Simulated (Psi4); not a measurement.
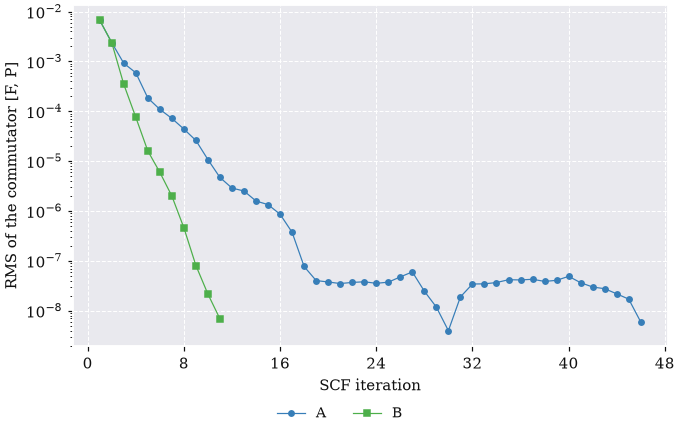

Two SCF runs that differ in one setting.
H₂Te; Psi4 1.11, RHF HF, def2-SVP.

A: damping_percentage set to 40
B: usual settings

How did each SCF end?

Run B converged in 11 iterations. Run A converged in 46 iterations. Damping keeps part of the old density at each step, which slows an SCF that didn't need it. Both end at the same energy within 1 meV.
